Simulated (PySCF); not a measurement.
# TcO3Br: singlet, from a see-saw (ligand arrangement 2) start

Aim: relax TcO3Br as a singlet from a see-saw (ligand arrangement 2) start, check by its vibrations whether the end is a minimum, and collect its spectrum and constants.

Computed with PySCF 2.14.0. Level: PBE0, basis Tc def2-SVP with ECP28, O def2-SVP, Br def2-SVP, scalar-relativistic core potentials, no spin–orbit coupling, density fitting.

## Step 1: The starting structure

5 atoms, charge 0, spin multiplicity 1.

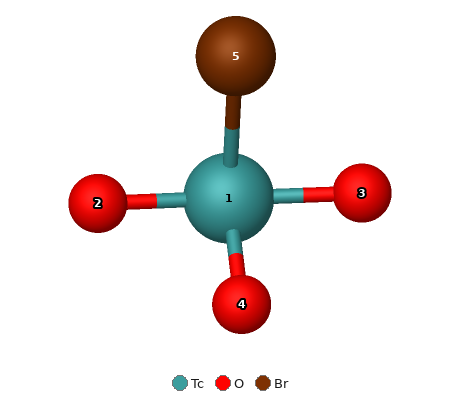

As it starts; technetium teal, oxygen red, bromine brown; atoms are numbered from 1 in the order of the file.

```xyz
5
charge 0 multiplicity 1
Tc   -0.5677    0.0000   -0.6198
O    -0.5677    1.7633   -0.4655
O    -0.5677   -1.7633   -0.4655
O    -1.9625    0.0000    0.4699
Br    1.3393    0.0000    0.8701
```

## Step 2: Relaxation: see-saw (ligand arrangement 2) start, singlet

The steps below are one call of a driver around PySCF. For each, scf.py gives the equivalent set-up of the SCF; relaxations use the driver's own optimiser. Before each start the driver seeks the lowest SCF state from one or more starting densities and follows internal instabilities, so scf.py alone need not reach the same state.

The program finds Cs symmetry in the start, which this walk keeps.

Contents of scf.py:

```python
from pyscf import gto, scf, dft
mol = gto.M(atom='''
Tc    -0.567678     0.000000    -0.619751
O     -0.567678     1.763300    -0.465451
O     -0.567678    -1.763300    -0.465451
O     -1.962478     0.000000     0.469949
Br     1.339322     0.000000     0.870149''',
    basis={'Tc': 'def2-SVP', 'O': 'def2-SVP', 'Br': 'def2-SVP'},
    ecp={'Tc': 'def2-SVP'},
    charge=0, spin=0)
mf = dft.RKS(mol, xc='PBE0')
mf.grids.atom_grid = (50, 194)
aux = {'Tc': 'def2-universal-JKFIT', 'O': 'def2-universal-JKFIT', 'Br': 'def2-universal-JKFIT'}
mf = mf.density_fit(auxbasis=aux)
mf.kernel()
```

Further steps of the session: Is it a minimum? Harmonic modes.

Before running it: what results should come out? Wanted: minimum; geometry; wavenumbers; dipole moment; highest occupied, lowest empty level; polar-tensor charge of Tc1; zero-point energy; atomisation energy.

As calculated:

| quantity | value |
| --- | --- |
| minimum | singlet, C3v |
| geometry | Tc–Br 2.376 Å, Tc–O 1.660 Å (×3); Br–Tc–O 109.0° (×3), O–Tc–O 110.0° (×3) |
| wavenumbers (cm⁻¹) | 179 (e), 254 (a1), 353 (e), 384 (a1), 1047 (e), 1060 (a1) |
| dipole moment | 1.47 D |
| highest occupied, lowest empty level | -9.60, -4.07 eV |
| polar-tensor charge of Tc1 | +2.01 e |
| zero-point energy | 29.1 kJ/mol |
| entropy at 298.15 K | 327.1 J/(mol K) |
| atomisation energy (no zero-point energy) | 1913 kJ/mol |

In words: The see-saw (ligand arrangement 2) start (Cs) ends in a minimum of C3v symmetry. In the infrared the band at 1047 cm⁻¹ (e, stretch) leads. Only this shape and spin were tried, so other structures or states may lie lower.
